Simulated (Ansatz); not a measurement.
GeH₅Si₂ (SMILES [SiH2]1[SiH2][GeH]1) (doublet)

```xyz
8

Ge   -0.1128   -0.2533    0.7923
Si    1.8599   -1.4135    1.4425
Si    1.8019    0.9952    1.4525
H     2.7033   -2.2068    0.5001
H     2.0123   -1.9013    2.8451
H     1.9308    1.4780    2.8592
H     2.6061    1.8361    0.5171
H     0.0662   -0.2430   -0.7646
```

Geometry: PBE0-D3(BJ)/def2-SVP.

These are results of isolated molecule in a Gaussian basis; Kohn-Sham density functional theory, functional PBE0 (Ansatz), not measurements.

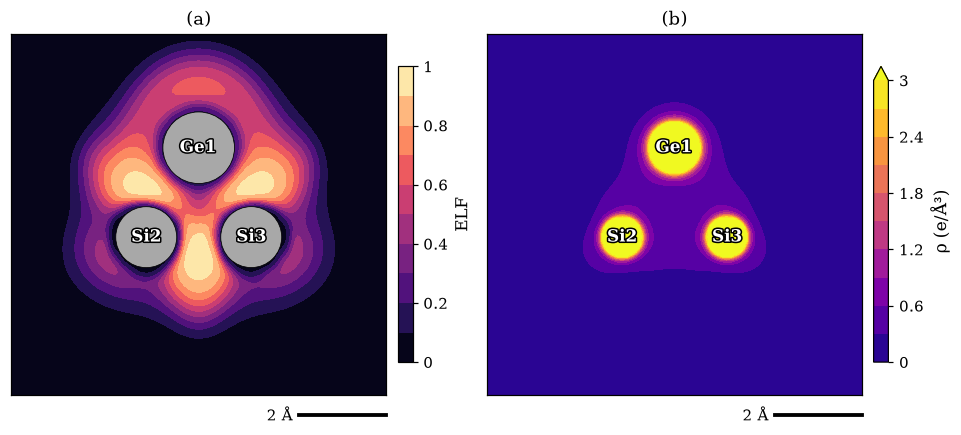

Figure 1. (a) electron localisation function; (b) electron density on the plane of atoms Ge1, Si3 and Si2. Grey discs cover the atomic cores in the ELF map.

Question: Describe what can be read from this map.

Answer: Atoms in the plane: Ge and Si. Si–Ge (2.38 Å): the density is about 0.53 e/Å³ at the midpoint; the ELF peaks at about 0.85 between the atoms, as expected for localised, covalent bonding. Si–Si (2.41 Å): ρ is about 0.52 e/Å³ halfway; the ELF peaks at about 0.90 between the atoms (a covalent bond).

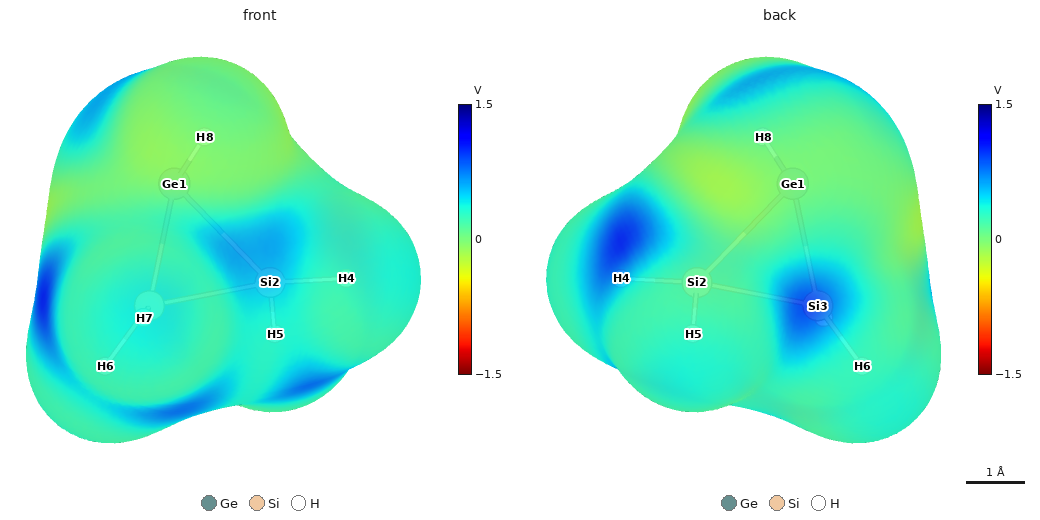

Figure 2. The electrostatic potential painted on the density surface at 0.002 e/bohr³, seen from the front and from behind; red is negative and blue positive.

Question: Describe the electrostatic potential map.

Answer: The most negative region (about −0.2 V) lies over H5, the most positive (about +1.0 V, or +23 kcal/mol for a unit charge) over Si2 and Si3.

Question: What dipole moment does the calculation give?

Answer: Its dipole moment is 0.45 D.

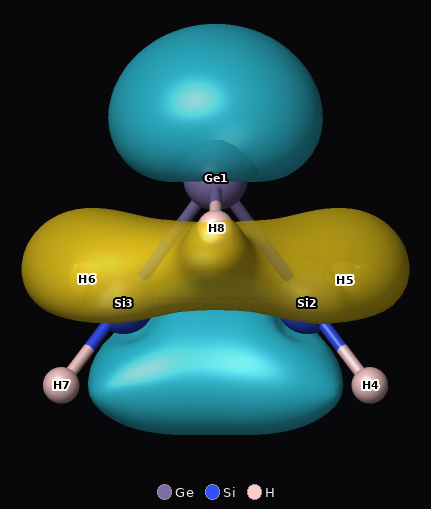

Figure 3. The LUMO (β) at ±0.1 Å⁻³ᐟ² (yellow and cyan are the two phases), seen from one side.

Question: Where does this orbital lie, and at what energy?

Answer: It lies mainly on Ge1 (about 45 %), Si2 (about 20 %) and Si3 (about 20 %). Its energy is −3.64 eV.
